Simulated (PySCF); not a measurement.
Vertical excitations of a molecule C3H7FSi from TDDFT-ωB97X/def2-SVPD in PySCF 2.14.0, as energy in eV (oscillator strength): 7.99 (0.020), 8.20 (0.144), 8.39 (0.021), 8.48 (0.001), 8.56 (0.006), 8.66 (0.007), 8.72 (0.037), 9.14 (0.084), 9.25 (0.134), 9.35 (0.072). Lowest triplet (TDA): 7.26 eV. Coordinates come from a ωB97X-D3(BJ)/def2-SVP optimisation. One conformer was computed; it need not be the lowest.

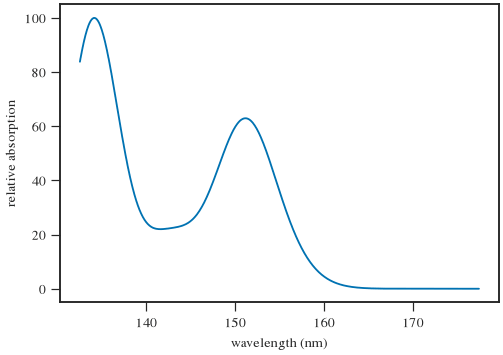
*The lines broadened by 0.4 eV.*

Q: Identify the compound among the candidates.
A. F[SiH2]C1CC1
B. FC1C[SiH2]C1
C. F[C@H]1CC[SiH2]1
D. C=C[SiH2]CF

A: B, FC1C[SiH2]C1
